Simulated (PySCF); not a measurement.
```yaml
atoms:
  - { symbol: C, position_ang: [3.2313, -1.2174, -0.6318] }
  - { symbol: C, position_ang: [1.8318, -0.7325, -0.4320] }
  - { symbol: C, position_ang: [1.3383, -0.2582, 0.7030] }
  - { symbol: Si, position_ang: [-0.4407, 0.3676, 0.9111] }
  - { symbol: N, position_ang: [-0.4036, 1.9872, 0.2881] }
  - { symbol: C, position_ang: [0.5884, 2.9589, 0.6783] }
  - { symbol: B, position_ang: [-1.7630, -0.6865, -0.0836] }
  - { symbol: C, position_ang: [-1.8685, -2.2291, 0.2097] }
  - { symbol: C, position_ang: [-2.7039, -0.0479, -1.1730] }
  - { symbol: H, position_ang: [3.8021, -1.1506, 0.2918] }
  - { symbol: H, position_ang: [3.2295, -2.2542, -0.9701] }
  - { symbol: H, position_ang: [3.7308, -0.6230, -1.3975] }
  - { symbol: H, position_ang: [1.2029, -0.7853, -1.3133] }
  - { symbol: H, position_ang: [1.9988, -0.2287, 1.5628] }
  - { symbol: H, position_ang: [-0.6189, 0.3568, 2.3966] }
  - { symbol: H, position_ang: [-1.2895, 2.4291, 0.0928] }
  - { symbol: H, position_ang: [0.3551, 3.4443, 1.6332] }
  - { symbol: H, position_ang: [1.5442, 2.4504, 0.7804] }
  - { symbol: H, position_ang: [0.6832, 3.7326, -0.0868] }
  - { symbol: H, position_ang: [-1.0080, -2.7166, -0.2531] }
  - { symbol: H, position_ang: [-2.7577, -2.7143, -0.1895] }
  - { symbol: H, position_ang: [-1.7974, -2.4664, 1.2700] }
  - { symbol: H, position_ang: [-3.1482, -0.7641, -1.8627] }
  - { symbol: H, position_ang: [-2.2146, 0.7296, -1.7572] }
  - { symbol: H, position_ang: [-3.5331, 0.4426, -0.6581] }
```

Geometry: GFN2-xTB.

Computed with PBE0/pcSseg-1, SCF density, gas phase, non-relativistic in PySCF 2.14.0.

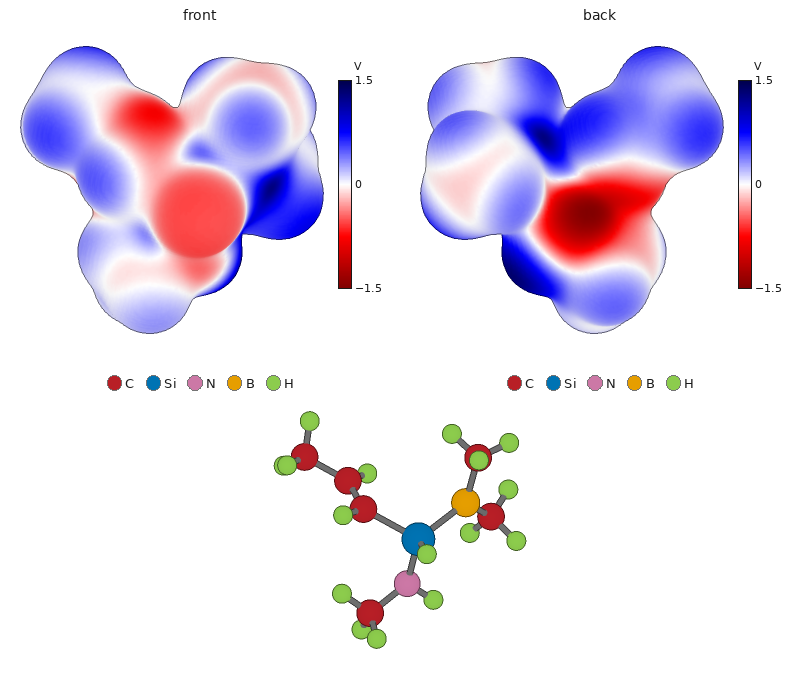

C6H16BNSi. The electrostatic potential painted on the density surface at 0.002 e/bohr³, seen from the front and from behind; red is negative and blue positive. The bare structure is drawn below in the same view.

Where is the surface potential most negative and most positive?

The most negative region (about −1.4 V) lies over N5, the most positive (about +1.3 V) over B7 and H16. N5 is the likeliest acceptor of a hydrogen bond.

What dipole moment does the calculation give?

Its dipole moment is 0.78 D.
